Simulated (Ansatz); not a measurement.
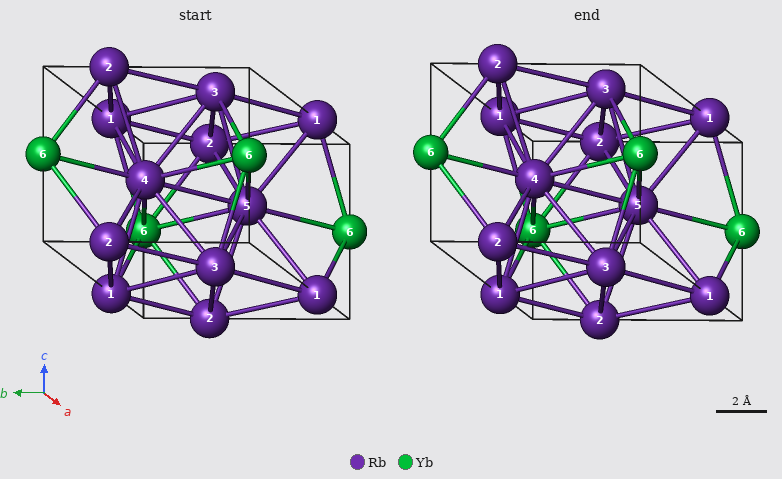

The structure of solid Rb5Yb (a generated structure, set up in P-62m) before (left) and after (right) a relaxation, at one scale.

The picture is a ball-and-stick view of the cell of the calculation, seen from a free direction.

These are results of DFT PBE, scalar-relativistic, plane waves, PAW (Ansatz), not measurements.

The input:
```yaml
crystal:
  lattice:
    - [8.2536213444, 0.0, 0.0]
    - [-4.1268106722, 7.1478457574, 0.0]
    - [0.0, 0.0, 7.7449036649]
  atoms:
    - { symbol: Rb, position: [0.6796730043, 0.0, 0.0] }
    - { symbol: Rb, position: [0.0, 0.6796730043, 0.0] }
    - { symbol: Rb, position: [0.3203269957, 0.3203269957, 0.0] }
    - { symbol: Rb, position: [0.3333333333, 0.6666666667, 0.5] }
    - { symbol: Rb, position: [0.6666666667, 0.3333333333, 0.5] }
    - { symbol: Yb, position: [0.0, 0.0, 0.5] }
basis:
  ecutwfc: 420
kpoints:
  mp_grid: { grid: [6, 6, 6] }
hamiltonian:
  xc: pbe
scf:
  occupations: { method: gaussian, width: 0.1 }
output:
  forces: true
  stress: true
  eigenvalues: true
  write_density: true
  write_potential: true
  elf: true
  volumetric_format: npy
relax:
  adjacent_minimum: "off"
  f_tol: 0.01
  max_steps: 80
  cell: { stress_tol: 0.05 }
```

Command:
```bash
ansatz run input.yaml --threads 1 --pin off --max-ram 2560MiB --backend cpu --events-out ev --progress --plain --runs-dir out
```

Describe what moved and what it gained.

The largest moves relative to the cell, 0.009 Å, are those of Rb1, Rb2 and Rb3. Rb3 goes along [−1 −1 0]. Yb stays in place. Cell: a = b 8.254 → 8.390 Å (+1.7 %), c 7.745 → 7.881 Å (+1.8 %). Volume +5.2 %. Among the contacts that change: Rb1–Rb2 4.861 → 4.949 Å, Rb1–Rb4 4.782 → 4.868 Å, Rb4–Yb6 4.765 → 4.844 Å, Rb4–Rb5 4.765 → 4.844 Å. The space group stays P-62m (No. 189). After 2 accepted moves (3 points after the start) the energy has fallen by 2.6 meV per atom. Largest force component: 0.0018 eV/Å at the start, 0.00074 eV/Å at the end. Pressure: 0.21 GPa at the start and 0.01 GPa at the end. The SCF was repeated once at an unchanged geometry on a basis and grid sized afresh for the cell, which shifted the energy by 0.2 meV per atom at most. The run took 7.3 min on 1 thread of Arm Neoverse N1, on a shared host, peak memory 0.79 GiB.

Limits of the set-up: 4f states are treated without a Hubbard U.
